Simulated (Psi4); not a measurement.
# NH2 (SMILES [NH2]) at UOMP2.5/6-311G(d,p) (density fitting, density fitting for correlation)

Aim: the vertical doublet–quartet gap of NH2 at UOMP2.5/6-311G** (density fitting, density fitting for correlation), from 2 runs. 

Program for the calculation: Psi4 1.11.

5 further runs of the same task are left out: 1 that didn't finish, 4 set aside as unsound or not needed.

### Step 1. The system as given

NH2 has 3 atoms, charge 0, and is taken as a doublet. As SMILES, `[NH2]`. Geometry: relaxed at GFN2-xTB.

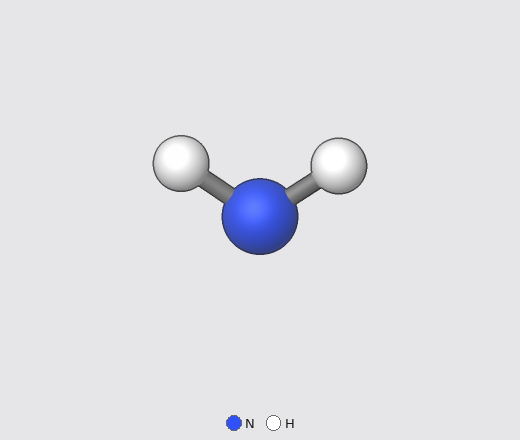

Viewed from a chosen angle; nitrogen blue, hydrogen white.

### Step 2. The energy at UOMP2.5/6-311G(d,p) (density fitting, density fitting for correlation)

Contents of input.dat:

```
memory 1600 mb

molecule m {
  0 2
  N      0.307180    -0.182210     0.151440
  H      0.155580     0.820260     0.174790
  H     -0.462760    -0.638040    -0.326220
  units angstrom
}

set basis 6-311G**
set reference uhf
set scf_type df
set freeze_core true
set mp_type df

energy("omp2.5")
```

Run with:

```sh
$ psi4 -i input.dat -o output.dat -n 1
```

output.dat:

```text
[...]
  Running in cs symmetry.
[...]
  Nuclear repulsion =    7.623248640330202
[...]
  Multiplicity = 2
[...]
  Nalpha       = 5
  Nbeta        = 4
[...]
    Number of basis functions: 30
[...]
   @DF-UHF iter   1:   -55.54335004209518   -6.97869e-01   1.05197e-02 DIIS/ADIIS
[...]
   @DF-UHF iter  12:   -55.57796643771981   -4.83169e-13   4.66550e-09 DIIS
[...]
   @S^2 Observed:                7.578951089E-01
[...]
    Orbital Energies [Eh]
    ---------------------
    Alpha Occupied:
       1Ap   -15.578617     2Ap    -1.159152     3Ap    -0.658108
       1App   -0.506990     4Ap    -0.489133
    Alpha Virtual:
       5Ap     0.153581     6Ap     0.217677     7Ap     0.531958
       8Ap     0.562128     2App    0.754188     9Ap     0.811652
      10Ap     0.939942    11Ap     1.054143     3App    1.418440
      12Ap     1.497201     4App    1.633003    13Ap     1.813218
      14Ap     2.134454    15Ap     2.151063    16Ap     2.567585
       5App    2.580018    17Ap     2.646213     6App    2.697390
      18Ap     2.937313    19Ap     3.232479    20Ap     3.419089
[...]
  @DF-UHF Final Energy:   -55.57796643771981
   => Energetics <=
    Nuclear Repulsion Energy =              7.6232486403302024
    One-Electron Energy =                 -90.3474495297498663
    Two-Electron Energy =                  27.1462344516998577
    Total Energy =                        -55.5779664377198088
  UHF NO Occupations:
  HONO-2 :    3 Ap 1.9990941
  HONO-1 :    4 Ap 1.9973573
[...]
 Multipole Moments:
 ------------------------------------------------------------------------------------
     Multipole            Electronic (a.u.)      Nuclear  (a.u.)        Total (a.u.)
 ------------------------------------------------------------------------------------
 L = 1.  Multiply by 2.5417464519 to convert [e a0] to [Debye]
 Dipole X            :          0.1549552           -0.8411302           -0.6861750
 Dipole Y            :         -0.0828178            0.4500467            0.3672289
 Dipole Z            :          0.0000000            0.0000000            0.0000000
 Magnitude           :                                                    0.7782629
[...]
	Warning: cc_lambda option is changed to TRUE
	For this residual convergence, default PCG convergence is:     1.00e-07
[...]
	DF-SCS-MP2 Total Energy (a.u.)     :   -55.73208069785162
	DF-SOS-MP2 Total Energy (a.u.)     :   -55.73257371502890
[...]
	DF-MP2 Total Energy (a.u.)         :   -55.73109466349707
[...]
	DF-MP3 Total Energy (a.u.)         :   -55.74618953887752
[...]
	DF-MP3 Total Energy (a.u.)         :   -55.74805041797505
[...]
	DF-OMP2.5 Total Energy (a.u.)      :   -55.73957254073824
[...]
```

It took 3.6 s on 1 thread of Intel Xeon Platinum 8375C at 2.90GHz (Ice Lake), shared host; peak memory 0.19 GiB.

### Step 3. The quartet

Contents of run.py:

```python
import psi4

psi4.set_memory(1600000000)
psi4.set_num_threads(1)
psi4.set_output_file('h2n.out', False)

molecule = psi4.geometry("""
0 4
N
H 1 1.014137
H 1 1.014272 2 109.97515
""")

psi4.set_options({
    'reference': 'uhf',
    'scf_type': 'df',
    'freeze_core': True,
    'mp_type': 'df',
})

e_tot = psi4.energy("omp2.5/6-311G**")
print(f'total energy {e_tot:.8f} hartree = {e_tot * 27.211386:.5f} eV')
```

Run with:

```sh
$ python run.py
```

h2n.out:

```text
[...]
  Running in cs symmetry.
[...]
  Nuclear repulsion =    7.623248653661453
[...]
  Multiplicity = 4
[...]
  Nalpha       = 6
  Nbeta        = 3
[...]
    Number of basis functions: 30
[...]
   @DF-UHF iter   1:   -55.30662728036152   -4.61146e-01   8.89488e-03 DIIS/ADIIS
[...]
   @DF-UHF iter  14:   -55.33425077889726   -1.57740e-12   2.29858e-09 DIIS
[...]
   @S^2 Observed:                3.758151544E+00
[...]
    Orbital Energies [Eh]
    ---------------------
    Alpha Occupied:
       1Ap   -15.775311     2Ap    -1.358894     3Ap    -0.802030
       4Ap    -0.768674     1App   -0.692070     5Ap    -0.132618
    Alpha Virtual:
       6Ap     0.137060     7Ap     0.431409     8Ap     0.490199
       9Ap     0.609870     2App    0.621012    10Ap     0.818405
      11Ap     0.927493     3App    1.336541    12Ap     1.375857
       4App    1.520323    13Ap     1.733808    14Ap     1.997550
      15Ap     2.026958     5App    2.403964    16Ap     2.461880
       6App    2.545817    17Ap     2.577941    18Ap     2.781389
      19Ap     3.086506    20Ap     3.248245     7App    3.912140
[...]
  @DF-UHF Final Energy:   -55.33425077889726
   => Energetics <=
    Nuclear Repulsion Energy =              7.6232486536614532
    One-Electron Energy =                 -88.8755038288164485
    Two-Electron Energy =                  25.9180043962577358
    Total Energy =                        -55.3342507788972640
  UHF NO Occupations:
  HONO-2 :    1App 1.0000000
  HONO-1 :    4 Ap 1.0000000
[...]
 Multipole Moments:
 ------------------------------------------------------------------------------------
     Multipole            Electronic (a.u.)      Nuclear  (a.u.)        Total (a.u.)
 ------------------------------------------------------------------------------------
 L = 1.  Multiply by 2.5417464519 to convert [e a0] to [Debye]
 Dipole X            :          1.3217917           -0.7813726            0.5404190
 Dipole Y            :          0.9240524           -0.5472649            0.3767874
 Dipole Z            :          0.0000000            0.0000000            0.0000000
 Magnitude           :                                                    0.6588031
[...]
	Warning: cc_lambda option is changed to TRUE
	For this residual convergence, default PCG convergence is:     1.00e-07
[...]
	DF-SCS-MP2 Total Energy (a.u.)     :   -55.45323936971011
	DF-SOS-MP2 Total Energy (a.u.)     :   -55.45107422354035
[...]
	DF-MP2 Total Energy (a.u.)         :   -55.45756966204964
[...]
	DF-MP3 Total Energy (a.u.)         :   -55.47394549003313
[...]
	DF-MP3 Total Energy (a.u.)         :   -55.47660975982126
[...]
	DF-OMP2.5 Total Energy (a.u.)      :   -55.46708971088274
[...]
```

On the terminal:

```text
total energy -55.46708971 hartree = -1509.33639 eV
```

Run time: 3.9 s. Hardware: 1 thread of Intel Xeon Platinum 8375C at 2.90GHz (Ice Lake), shared host; peak memory 0.19 GiB.

### Step 4. Results

Level: UOMP2.5/6-311G** (density fitting, density fitting for correlation), 1 core orbital frozen.

| quantity | value |
| --- | --- |
| doublet: total energy | -55.73957 Eh |
| doublet: HOMO energy (Hartree–Fock orbitals) (highest over α and β) | -12.10 eV |
| doublet: LUMO energy (Hartree–Fock orbitals) (lowest over α and β) | 3.79 eV |
| doublet: correlation energy (1 core orbital frozen) | -161.6 mEh |
| doublet: ⟨S²⟩ of the reference determinant | 0.758 |
| quartet: total energy | -55.46709 Eh |
| quartet: HOMO energy (Hartree–Fock orbitals) (highest over α and β) | -3.61 eV |
| quartet: LUMO energy (Hartree–Fock orbitals) (lowest over α and β) | -0.78 eV |
| quartet: correlation energy (1 core orbital frozen) | -132.8 mEh |
| quartet: ⟨S²⟩ of the reference determinant | 3.758 |
| vertical energy of the quartet above the doublet | 7.415 eV |

**Reading.** At this shape the quartet lies 7.41 eV (715 kJ/mol) above the doublet.
